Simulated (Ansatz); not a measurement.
**BF3: frequency calculation**

The run: frequency calculation of BF3. Method and program: RKS PBE0-D4/def2-TZVP (Ansatz 0.2.0).

The geometry comes from this level: PBE0-D4/def2-TZVP. Figures and captions count atoms from 1; the log counts them from 0 in places.

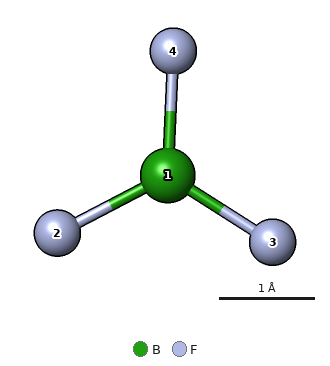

Fig. 1: The structure (ball-and-stick view, seen on its broad side; atoms are numbered from 1 in the order of the input). Bond lengths as drawn: B–F 1.31 Å.

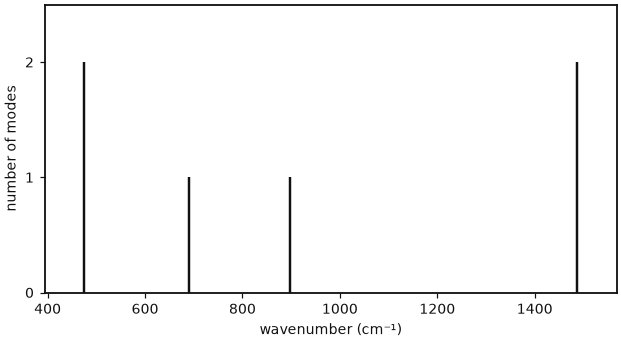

Fig. 2: Harmonic vibrational wavenumbers from the force constants; neighbouring modes closer than 5 cm⁻¹ are counted in one stick. 6 modes from 475 to 1487 cm⁻¹, none imaginary.

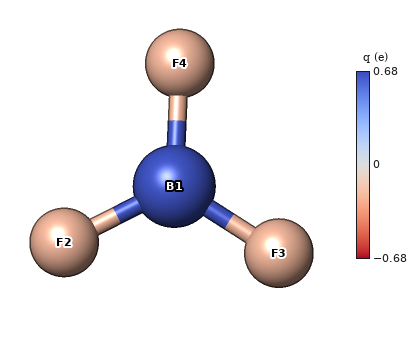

Fig. 3: Mulliken charges, as the colour of each atom (ball-and-stick view, seen on its broad side; atoms are numbered from 1 in the order of the input). By element: B +0.65 and F −0.22 e.

These pictures come from the run below.

## Input file
```yaml
crystal:
  periodic: [false, false, false]
  atoms:
    - {symbol: B, position_ang: [-1.495037, 0.215673, 0.541381]}
    - {symbol: F, position_ang: [-1.584132, -1.055947, 0.234581]}
    - {symbol: F, position_ang: [-1.504684, 1.121151, -0.406828]}
    - {symbol: F, position_ang: [-1.396288, 0.581851, 1.796486]}
basis:
  gaussian: {orbitals: def2-TZVP}
hamiltonian: {xc: pbe0, dispersion: d4}
phonons: {temperatures: {t_min: 298.15, t_max: 900, t_step: 200}}
```

Run as:
```bash
ansatz run in.yaml --threads 8 --pin off --events-out ev --progress --plain --max-ram 19148MiB
```

## Output
```
Functional definition: PBE0
  name "PBE0"
  cite "Adamo & Barone, J. Chem. Phys. 110, 6158 (1999) doi:10.1063/1.478522"
  cite "Perdew, Burke & Ernzerhof, Phys. Rev. Lett. 77, 3865 (1996) doi:10.1103/PhysRevLett.77.3865"
  parent pbe
  parameter a = 0.25
  parameter kappa = 0.804
  parameter beta = 0.06672455060314922
  exchange = (1 - a)*pbe_x(kappa = kappa, mu = beta*pi^2/3) + a*exact_x
  correlation = pbe_c(beta = beta)
637 factors; their error is unknown
mean field evaluation 1: about -8824.5440 eV, gradient 4.5e1 eV
mean field evaluation 2: about -8822.5441 eV, gradient 6.0e1 eV
mean field evaluation 4: about -8827.0541 eV, gradient 4.1e-1 eV
mean field evaluation 8: about -8827.0924 eV, gradient 1.4e-3 eV
mean field -8827.09240390 eV, -324.3896626252 hartree, gradient 1.1e-5 eV, S^2 0.000000; 0 other end points of the search recorded, 0 dependent functions left out
the calculation of the forces begins
reference -8827.09242716 eV, -324.3896634799 hartree; 16, 16 occupied and 108, 108 virtual orbitals, 637 factors
these checks for a lower state are left out or cut short: stability, starts, cluster_reference, orbital_swaps, neighbouring_geometries, increment
637 factors; their error is unknown
mean field evaluation 16: about -8827.0542 eV, gradient 1.7e-4 eV
mean field -8827.09224952 eV, -324.3896569517 hartree, gradient 5.8e-7 eV, S^2 0.000000; 0 other end points of the search recorded, 0 dependent functions left out
the calculation of the forces begins
reference -8827.09227277 eV, -324.3896578064 hartree; 16, 16 occupied and 108, 108 virtual orbitals, 637 factors
these checks for a lower state are left out or cut short: stability, starts, cluster_reference, orbital_swaps, neighbouring_geometries, increment
637 factors; their error is unknown
mean field -8827.09224540 eV, -324.3896568004 hartree, gradient 5.9e-7 eV, S^2 0.000000; 0 other end points of the search recorded, 0 dependent functions left out
the calculation of the forces begins
reference -8827.09226866 eV, -324.3896576551 hartree; 16, 16 occupied and 108, 108 virtual orbitals, 637 factors
these checks for a lower state are left out or cut short: stability, starts, cluster_reference, orbital_swaps, neighbouring_geometries, increment
637 factors; their error is unknown
mean field evaluation 32: about -8827.0924 eV, gradient 1.6e-4 eV
mean field -8827.09237467 eV, -324.3896615511 hartree, gradient 1.8e-6 eV, S^2 0.000000; 0 other end points of the search recorded, 0 dependent functions left out
the calculation of the forces begins
reference -8827.09239793 eV, -324.3896624058 hartree; 16, 16 occupied and 108, 108 virtual orbitals, 637 factors
these checks for a lower state are left out or cut short: stability, starts, cluster_reference, orbital_swaps, neighbouring_geometries, increment
637 factors; their error is unknown
mean field -8827.09237955 eV, -324.3896617302 hartree, gradient 5.9e-7 eV, S^2 0.000000; 0 other end points of the search recorded, 0 dependent functions left out
the calculation of the forces begins
reference -8827.09240280 eV, -324.3896625848 hartree; 16, 16 occupied and 108, 108 virtual orbitals, 637 factors
these checks for a lower state are left out or cut short: stability, starts, cluster_reference, orbital_swaps, neighbouring_geometries, increment
637 factors; their error is unknown
mean field -8827.09232675 eV, -324.3896597900 hartree, gradient 5.9e-7 eV, S^2 0.000000; 0 other end points of the search recorded, 0 dependent functions left out
the calculation of the forces begins
reference -8827.09235001 eV, -324.3896606449 hartree; 16, 16 occupied and 108, 108 virtual orbitals, 637 factors
these checks for a lower state are left out or cut short: stability, starts, cluster_reference, orbital_swaps, neighbouring_geometries, increment
637 factors; their error is unknown
mean field -8827.09233486 eV, -324.3896600879 hartree, gradient 5.9e-7 eV, S^2 0.000000; 0 other end points of the search recorded, 0 dependent functions left out
the calculation of the forces begins
reference -8827.09235811 eV, -324.3896609424 hartree; 16, 16 occupied and 108, 108 virtual orbitals, 637 factors
these checks for a lower state are left out or cut short: stability, starts, cluster_reference, orbital_swaps, neighbouring_geometries, increment
637 factors; their error is unknown
mean field evaluation 64: about -8827.0923 eV, gradient 5.9e-7 eV
mean field -8827.09234908 eV, -324.3896606108 hartree, gradient 5.9e-7 eV, S^2 0.000000; 0 other end points of the search recorded, 0 dependent functions left out
the calculation of the forces begins
reference -8827.09237234 eV, -324.3896614653 hartree; 16, 16 occupied and 108, 108 virtual orbitals, 637 factors
these checks for a lower state are left out or cut short: stability, starts, cluster_reference, orbital_swaps, neighbouring_geometries, increment
637 factors; their error is unknown
mean field -8827.09234337 eV, -324.3896604008 hartree, gradient 5.8e-7 eV, S^2 0.000000; 0 other end points of the search recorded, 0 dependent functions left out
the calculation of the forces begins
reference -8827.09236663 eV, -324.3896612556 hartree; 16, 16 occupied and 108, 108 virtual orbitals, 637 factors
Total energy: -8827.12539889 eV, -324.3908751686 hartree
Atom 0 at    -1.495037     0.215673     0.541381 Å, force     0.000089     0.000331     0.001134 eV/Å
Atom 1 at    -1.584132    -1.055947     0.234581 Å, force    -0.000108    -0.001130    -0.000736 eV/Å
Atom 2 at    -1.504684     1.121151    -0.406828 Å, force    -0.000047     0.000556    -0.001233 eV/Å
Atom 3 at    -1.396288     0.581851     1.796486 Å, force     0.000066     0.000244     0.000835 eV/Å
Dipole moment:    -0.000004    -0.000014    -0.000048 e Å
Vibrations: 474.95 474.95 690.25 896.78 1487.16 1487.24 cm⁻¹, zero-point energy 0.341660 eV
```

## Results in brief

| quantity | value |
| --- | --- |
| outcome | converged |
| total energy | −8827.1254 eV |
| mean-field energy | −8827.0924 eV |
| dispersion energy | −0.0330 eV |
| largest force (length of the vector) | 0.001 eV/Å |
| dipole moment | 0.00 D |
| hardware | 8 threads of Arm Neoverse V2, 23 GiB of memory available, shared host |
| wall time | 2.5 s (CPU time 15 s) |
| peak memory | 0.57 GiB |
